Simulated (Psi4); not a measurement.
# r2SCAN/6-31G(d) (spherical functions) run of C2F6 (hexafluoroethane)

What is the energy change on altering one bond length of C2F6 (hexafluoroethane) at r2SCAN/6-31G* (spherical functions)? 

The results are computed with Psi4 1.11.

1 further run of the same task is left out (it didn't finish).

## (1) The structure to begin with

C2F6: 8 atoms, total charge 0, spin state singlet. As SMILES, `FC(F)(F)C(F)(F)F`. The coordinates come from a PBE0-D4/def2-TZVP relaxation.

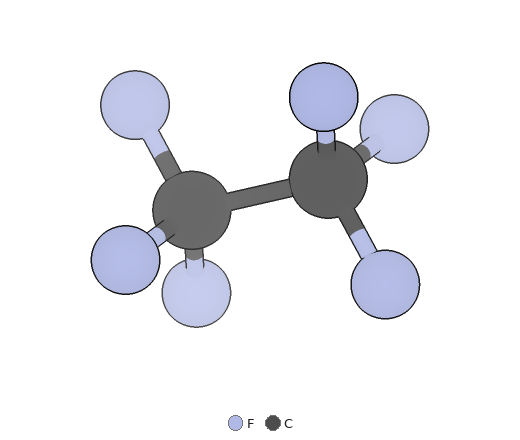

The structure, seen from a chosen angle (fluorine light blue, carbon dark grey).

## (2) The energy at r2SCAN/6-31G(d) (spherical functions)

calc.inp reads:

```
memory 2200 mb

molecule mol {
  0 1
  F      1.065570    -0.767260     1.152000
  C      0.662650    -0.397300    -0.054910
  F      1.596070     0.361280    -0.610920
  F      0.478560    -1.476610    -0.801220
  C     -0.662670     0.397270     0.054890
  F     -0.477000     1.479670     0.796360
  F     -1.068680     0.762200    -1.152500
  F     -1.594500    -0.359250     0.616310
  symmetry c1
}

set {
  basis                6-31G*
  reference            rks
  puream               true
  e_convergence        1e-09
  d_convergence        1e-08
  scf_type             pk
  dft_radial_points    99
  dft_spherical_points 590
}

e, wfn = energy('r2scan', return_wfn=True)
oeprop(wfn, 'MULLIKEN_CHARGES', 'QUADRUPOLE', 'LOWDIN_CHARGES')
```

Run with:

```sh
$ psi4 -i calc.inp -o calc.out -n 1
```

calc.out:

```text
[...]
  Running in c1 symmetry.
[...]
  Nuclear repulsion =  464.042411859137815
[...]
  Multiplicity = 1
[...]
  Nalpha       = 33
  Nbeta        = 33
[...]
    Number of basis functions: 112
[...]
   @RKS iter   1:  -674.89677474925713   -1.07624e-02   4.88725e-03 ADIIS/DIIS
[...]
   @RKS iter   9:  -674.98121180207670   -2.03499e-11   3.33356e-09 DIIS
[...]
  @RKS Final Energy:  -674.98121180207670
   => Energetics <=
    Nuclear Repulsion Energy =            464.0424118591378146
    One-Electron Energy =               -1861.2164315244262980
    Two-Electron Energy =                 795.6800314288359459
    DFT Exchange-Correlation Energy =     -73.4872235656240775
    Empirical Dispersion Energy =           0.0000000000000000
    VV10 Nonlocal Energy =                  0.0000000000000000
    Total Energy =                       -674.9812118020767002
[...]
 Multipole Moments:
 ------------------------------------------------------------------------------------
     Multipole            Electronic (a.u.)      Nuclear  (a.u.)        Total (a.u.)
 ------------------------------------------------------------------------------------
 L = 1.  Multiply by 2.5417464519 to convert [e a0] to [Debye]
 Dipole X            :         -0.0000377           -0.0000131           -0.0000509
 Dipole Y            :         -0.0000514           -0.0000197           -0.0000711
 Dipole Z            :         -0.0000468           -0.0000148           -0.0000616
 Magnitude           :                                                    0.0001069
 L = 2.  Multiply by 1.3450342976 to convert [e a0^2] to [Debye ang]
 Quadrupole XX       :       -300.0878602          270.2754414          -29.8124188
 Quadrupole XY       :         72.1654642          -72.1898031           -0.0243388
[...]
  Mulliken Charges: (a.u.)
   Center  Symbol    Alpha    Beta     Spin     Total
       1     F     4.64150  4.64150  0.00000 -0.28300
       2     C     2.57551  2.57551  0.00000  0.84899
       3     F     4.64150  4.64150  0.00000 -0.28301
       4     F     4.64149  4.64149  0.00000 -0.28298
       5     C     2.57551  2.57551  0.00000  0.84899
       6     F     4.64150  4.64150  0.00000 -0.28300
       7     F     4.64150  4.64150  0.00000 -0.28299
       8     F     4.64150  4.64150  0.00000 -0.28299
   Total alpha = 33.00000, Total beta = 33.00000, Total charge =  0.00000
[...]
```

Wall time 46 s (1 thread of Intel Xeon Platinum 8375C at 2.90GHz (Ice Lake), shared host); peak memory 0.89 GiB.

## (3) The distorted shape: energy and forces at r2SCAN/6-31G(d) (spherical functions)

c2f6.inp reads:

```
memory 2200 MB

molecule mol {
  0 1
  F      1.157617    -0.227594     1.525163
  C      0.754697     0.142366     0.318253
  F      1.688117     0.900946    -0.237757
  F      0.478560    -1.476610    -0.801220
  C     -0.570623     0.936936     0.428053
  F     -0.384953     2.019336     1.169523
  F     -0.976633     1.301866    -0.779337
  F     -1.502453     0.180416     0.989473
  symmetry c1
  no_reorient
  no_com
}

set basis 6-31G*
set reference rks
set puream true
set e_convergence 1e-09
set d_convergence 1e-08
set scf_type pk
set dft_radial_points 99
set dft_spherical_points 590

energy_value, wavefunction = gradient("r2scan", return_wfn=True)
oeprop(wavefunction, "MULLIKEN_CHARGES", "DIPOLE", "QUADRUPOLE")
```

Run with:

```sh
$ psi4 -i c2f6.inp -o c2f6.out -n 1
```

c2f6.out:

```text
[...]
  Running in c1 symmetry.
[...]
  Nuclear repulsion =  440.564125346087621
[...]
  Multiplicity = 1
[...]
  Nalpha       = 33
  Nbeta        = 33
[...]
    Number of basis functions: 112
[...]
   @RKS iter   1:  -674.70803142352486   -2.73519e-01   6.06329e-03 DIIS/ADIIS
[...]
   @RKS iter  12:  -674.87699236884168   -1.45519e-11   7.86929e-09 DIIS
[...]
  @RKS Final Energy:  -674.87699236884168
   => Energetics <=
    Nuclear Repulsion Energy =            440.5641253460876214
    One-Electron Energy =               -1814.1354986095998356
    Two-Electron Energy =                 771.9579652013944724
    DFT Exchange-Correlation Energy =     -73.2635843067239563
    Empirical Dispersion Energy =           0.0000000000000000
    VV10 Nonlocal Energy =                  0.0000000000000000
    Total Energy =                       -674.8769923688416839
[...]
  -Total Gradient:
     Atom            X                  Y                   Z
    ------   -----------------  -----------------  -----------------
       1        0.006801140893     0.011159166747     0.021844364058
       2       -0.009296356091     0.024638645911     0.012962774423
       3        0.011885405295     0.021972533624     0.004997809874
       4       -0.012055395156    -0.077890166974    -0.053493044795
       5        0.009959108001     0.024458910122     0.018632333316
       6       -0.009169136727    -0.006134135434    -0.006636541794
       7       -0.001041818732    -0.003477333634     0.007581073925
       8        0.002961329869     0.005153804307    -0.005957861921
[...]
 Multipole Moments:
 ------------------------------------------------------------------------------------
     Multipole            Electronic (a.u.)      Nuclear  (a.u.)        Total (a.u.)
 ------------------------------------------------------------------------------------
 L = 1.  Multiply by 2.5417464519 to convert [e a0] to [Debye]
 Dipole X            :         -9.7888193            9.9148998            0.1260805
 Dipole Y            :        -57.3000828           58.1299636            0.8298808
 Dipole Z            :        -39.6262148           40.1953081            0.5690933
 Magnitude           :                                                    1.0141329
 L = 2.  Multiply by 1.3450342976 to convert [e a0^2] to [Debye ang]
 Quadrupole XX       :       -297.9986234          269.1685966          -28.8300268
 Quadrupole XY       :         66.7679843          -66.0104697            0.7575145
[...]
```

Wall time 70 s (1 thread of Intel Xeon Platinum 8375C at 2.90GHz (Ice Lake), shared host); peak memory 0.89 GiB.

## (4) What came out

Level: r2SCAN/6-31G* (spherical functions).

| quantity | value |
| --- | --- |
| first shape: total energy | -674.98121 Eh |
| first shape: dipole moment | 0.00 D |
| first shape: HOMO energy | -9.31 eV |
| first shape: LUMO energy | 2.07 eV |
| first shape: HOMO–LUMO gap | 11.38 eV |
| distorted shape: total energy | -674.87699 Eh |
| distorted shape: dipole moment | 2.58 D |
| distorted shape: HOMO energy | -8.04 eV |
| distorted shape: LUMO energy | -4.25 eV |
| distorted shape: HOMO–LUMO gap | 3.79 eV |
| distorted shape: largest force on an atom | 4.898 eV/Å |
| energy change with the C2–F4 bond stretched from 1.325 to 1.988 Å | 2.836 eV |

**Reading.** One bond (distorted shape) is far stretched, which a spin-restricted single reference describes badly; a broken-symmetry solution may lie lower. With the C2–F4 bond stretched from 1.325 to 1.988 Å the energy rises by 2.84 eV (274 kJ/mol). The first shape isn't relaxed at this level, so the change isn't measured from a minimum. A restricted reference can't describe the breaking bond well at this length. Mulliken charges (first shape) run from -0.28 on F3 to +0.85 on C2; they depend strongly on the basis. Mulliken charges (distorted shape) run from -0.34 on F4 to +0.90 on C5.
